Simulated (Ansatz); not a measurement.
**Convergence study of the k-point mesh at a smearing width of 0.02 eV for Pt (Fm-3m, 1 atom in the cell)**

```yaml
crystal:
  lattice:
    - [0.00000, 1.95412, 1.95412]
    - [1.95412, 0.00000, 1.95412]
    - [1.95412, 1.95412, 0.00000]
  atoms:
    - { symbol: Pt, position: [0.00000, 0.00000, 0.00000] }
```

Computed with PBEsol, default PAW files made with PBE (plane waves; Ansatz, a first-principles code).

Base settings: basis.ecutwfc = 420 eV; kpoints.mp_grid.grid = 14 14 14; hamiltonian.xc = pbesol; hamiltonian.pseudopotentials = {kind: paw} (the program's default PAW files); scf.occupations.method = gaussian; scf.occupations.width = 0.1 eV.

In this ladder: scf.occupations.width = 0.02 eV.

Only quantities that move along the ladder and can be compared are tabulated.

The count of work is k-points × plane waves × bands × iterations; it is no time. 

The starting cell has typed, rounded lattice constants, without a prior relaxation at this level. Its lattice was rescaled by up to half a per cent. Spin polarisation is off. Ansatz's pressure includes its estimate of the finite-basis (Pulay) stress.

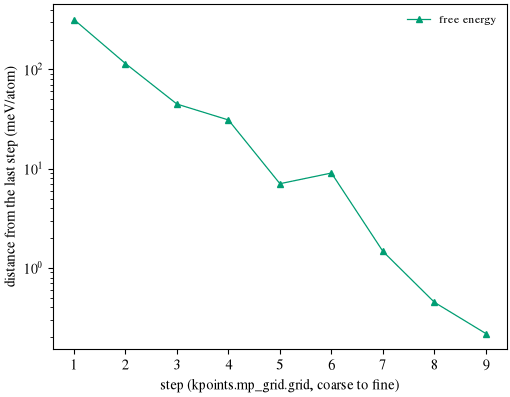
*Distance from the last step along the ladder; very small values are drawn at a floor.*

| kpoints.mp_grid.grid | free energy less the last step's (meV/atom) | pressure (GPa) | count of work / last |
|---|---|---|---|
| 5 5 5 | 318.81 | 7.32 | 0.0094 |
| 6 6 6 | -114.84 | -0.54 | 0.015 |
| 7 7 7 | 44.81 | 3.89 | 0.019 |
| 9 9 9 | -30.98 | 1.74 | 0.033 |
| 11 11 11 | -7.06 | 1.81 | 0.053 |
| 13 13 13 | 9.04 | 2.07 | 0.079 |
| 16 16 16 | 1.47 | 2.06 | 0.14 |
| 19 19 19 | -0.45 | 2.06 | 0.21 |
| 28 28 28 | -0.22 | 2.12 | 0.59 |
| 34 34 34 | 0.00 | 2.11 | 1.0 |

Coarsest kpoints.mp_grid.grid that holds the pressure within 0.2 GPa of the last step, with all finer ones: 13 13 13, at 0.079 of the last step's count of work; the step before is off by 0.29 GPa.

Coarsest kpoints.mp_grid.grid that holds the free energy within 2 meV/atom of the last step, with all finer ones: 16 16 16, at 0.14 of the last step's count of work; the step before is off by 9.0 meV/atom.

Keys are those of Ansatz 0.2.
